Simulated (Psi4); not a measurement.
# MP2/cc-pVDZ (Cholesky decomposition, density fitting for correlation, cholesky tolerance 0.001, sweep point 6) run of CH4AlClO (SMILES C[O][AlH][Cl])

Aim: the vertical ionisation energy of CH4AlClO at MP2/cc-pVDZ (Cholesky decomposition, density fitting for correlation, cholesky tolerance 0.001, sweep point 6), from 2 runs. 

Program for the calculation: Psi4 1.11.

14 further runs of the same task are left out: 12 that didn't finish, 2 set aside as unsound or not needed. Runs told in other sessions of the task aren't counted.

### 1 The molecule

CH4AlClO: 8 atoms, total charge 0, spin state singlet. SMILES: `C[O][AlH][Cl]`. The coordinates come from a PBE0-D4/def2-TZVP relaxation. This is one conformer, not always the lowest.

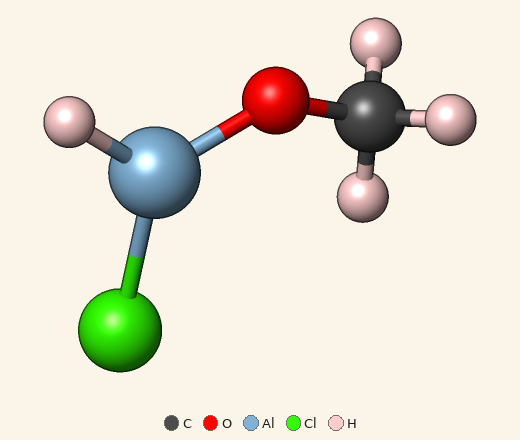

The structure, seen from a chosen angle (carbon dark grey, oxygen red, aluminium light blue, chlorine green, hydrogen pink).

### 2 A single-point energy at MP2/cc-pVDZ (Cholesky decomposition, density fitting for correlation, cholesky tolerance 0.001, sweep point 6)

job.inp

```
memory 1600 MB

molecule system {
  0 1
  C      0.132200     1.250600     0.263000
  O      0.645300     0.052000    -0.246000
  Al     0.103400    -1.519700    -0.426600
  Cl    -1.829000    -2.007800     0.224400
  H      0.118400     2.012400    -0.522500
  H     -0.886500     1.136200     0.650000
  H      0.770200     1.612600     1.075000
  H      1.038000    -2.593300    -1.072900
  symmetry c1
}

set {
  basis              cc-pVDZ
  reference          rhf
  puream             true
  scf_type           cd
  num_frozen_docc    12
  cholesky_tolerance 0.001
}

e_tot, wfn = energy('mp2', return_wfn=True)
```

Command:

```
$ psi4 -n 1 job.inp job.out
```

job.out:

```text
[...]
  Running in c1 symmetry.
[...]
  Nuclear repulsion =  196.040773346777712
[...]
  Multiplicity = 1
[...]
  Nalpha       = 24
  Nbeta        = 24
[...]
    Number of basis functions: 84
[...]
   @RHF iter   1:  -816.50231823128331   -8.77217e-01   5.18789e-03 ADIIS/DIIS
[...]
   @RHF iter  11:  -816.59428382515762   -3.41061e-12   5.95838e-09 DIIS
[...]
    Orbital Energies [Eh]
    ---------------------
    Doubly Occupied:
       1A   -104.815921     2A    -58.523738     3A    -20.546746
       4A    -11.284338     5A    -10.544566     6A     -8.011570
       7A     -8.009594     8A     -8.009417     9A     -4.937351
      10A     -3.252348    11A     -3.252157    12A     -3.249954
      13A     -1.337374    14A     -1.078557    15A     -0.921903
      16A     -0.662060    17A     -0.621922    18A     -0.617864
      19A     -0.552841    20A     -0.487155    21A     -0.472552
      22A     -0.457303    23A     -0.453525    24A     -0.448488
[...]
  @RHF Final Energy:  -816.59428382515762
   => Energetics <=
    Nuclear Repulsion Energy =            196.0407733467777120
    One-Electron Energy =               -1520.1716272734163340
    Two-Electron Energy =                 507.5365701014809474
    Total Energy =                       -816.5942838251576177
[...]
 Multipole Moments:
 ------------------------------------------------------------------------------------
     Multipole            Electronic (a.u.)      Nuclear  (a.u.)        Total (a.u.)
 ------------------------------------------------------------------------------------
 L = 1.  Multiply by 2.5417464519 to convert [e a0] to [Debye]
 Dipole X            :         -3.3521666            3.5374040            0.1852373
 Dipole Y            :         -6.8139406            7.1758341            0.3618935
 Dipole Z            :         -0.3806264            0.3982387            0.0176123
 Magnitude           :                                                    0.4069275
[...]
```

Run time: 6.6 s. Hardware: 1 thread of Intel Xeon 6975P-C (Granite Rapids), shared host; peak memory 0.34 GiB.

### 3 The doublet cation at the same level

calc.in

```
memory 1.6 GB

molecule mol {
  1 2
  C      0.132200     1.250600     0.263000
  O      0.645300     0.052000    -0.246000
  Al     0.103400    -1.519700    -0.426600
  Cl    -1.829000    -2.007800     0.224400
  H      0.118400     2.012400    -0.522500
  H     -0.886500     1.136200     0.650000
  H      0.770200     1.612600     1.075000
  H      1.038000    -2.593300    -1.072900
  symmetry c1
}

set {
  basis cc-pVDZ
  reference uhf
  puream true
  scf_type cd
  num_frozen_docc 12
  cholesky_tolerance 0.001
  maxiter 150
  guess sap
  d_convergence 1e-06
  orbital_optimizer_package ooo
}

energy("mp2")
print_variables()
```

Command:

```
$ psi4 calc.in calc.out -n 1
```

calc.out:

```text
[...]
  Running in c1 symmetry.
[...]
  Nuclear repulsion =  196.040773346777712
[...]
  Multiplicity = 2
[...]
  Nalpha       = 24
  Nbeta        = 23
[...]
    Number of basis functions: 84
[...]
   @UHF iter   1:  -810.73284180626410   -8.10733e+02   3.02514e-02 ADIIS+DIIS
[...]
   @UHF iter  18:  -816.19176912174271   -5.58566e-09   3.31757e-07 Converged
[...]
   @S^2 Observed:                7.582855272E-01
[...]
    Orbital Energies [Eh]
    ---------------------
    Alpha Occupied:
       1A   -105.213420     2A    -58.744209     3A    -20.731517
       4A    -11.433839     5A    -10.940815     6A     -8.426025
       7A     -8.401979     8A     -8.399952     9A     -5.159826
      10A     -3.475011    11A     -3.473486    12A     -3.471411
      13A     -1.515975    14A     -1.480037    15A     -1.078441
      16A     -0.901326    17A     -0.897448    18A     -0.825163
      19A     -0.817637    20A     -0.779098    21A     -0.778626
      22A     -0.681480    23A     -0.630294    24A     -0.614714
    Alpha Virtual:
      25A     -0.118235    26A     -0.097158    27A     -0.033199
[...]
  @UHF Final Energy:  -816.19176912174055
   => Energetics <=
    Nuclear Repulsion Energy =            196.0407733467777120
    One-Electron Energy =               -1507.8918953511474683
    Two-Electron Energy =                 495.6593528826292072
    Total Energy =                       -816.1917691217404354
  UHF NO Occupations:
  HONO-2 :   22  A 1.9991769
  HONO-1 :   23  A 1.9969649
  HONO-0 :   24  A 1.0000000
  LUNO+0 :   25  A 0.0030351
  LUNO+1 :   26  A 0.0008231
[...]
 Multipole Moments:
 ------------------------------------------------------------------------------------
     Multipole            Electronic (a.u.)      Nuclear  (a.u.)        Total (a.u.)
 ------------------------------------------------------------------------------------
 L = 1.  Multiply by 2.5417464519 to convert [e a0] to [Debye]
 Dipole X            :         -4.7459682            3.5374040           -1.2085642
 Dipole Y            :         -8.2240749            7.1758341           -1.0482408
 Dipole Z            :         -0.1787303            0.3982387            0.2195084
 Magnitude           :                                                    1.6148127
[...]
```

Run time: 7.2 s. Hardware: 1 thread of Intel Xeon 6975P-C (Granite Rapids), shared host; peak memory 0.3 GiB.

### 4 Results

Level: MP2/cc-pVDZ (Cholesky decomposition, density fitting for correlation, cholesky tolerance 0.001, sweep point 6), 12 core orbitals frozen.

```
                                                                  quantity          value
                                            singlet CH4AlClO: total energy  -817.11602 Eh
                     singlet CH4AlClO: HOMO energy (Hartree–Fock orbitals)      -12.20 eV
                     singlet CH4AlClO: LUMO energy (Hartree–Fock orbitals)        2.02 eV
                   singlet CH4AlClO: HOMO–LUMO gap (Hartree–Fock orbitals)       14.23 eV
            singlet CH4AlClO: correlation energy (12 core orbitals frozen)     -521.7 mEh
                                              doublet cation: total energy  -816.68676 Eh
doublet cation: HOMO energy (Hartree–Fock orbitals) (highest over α and β)      -16.71 eV
 doublet cation: LUMO energy (Hartree–Fock orbitals) (lowest over α and β)       -9.55 eV
              doublet cation: correlation energy (12 core orbitals frozen)     -495.0 mEh
                         doublet cation: ⟨S²⟩ of the reference determinant          0.758
                        vertical ionisation energy (to the doublet cation)      11.681 eV
```

**Reading.** The vertical ionisation energy comes to 11.68 eV (1127 kJ/mol).
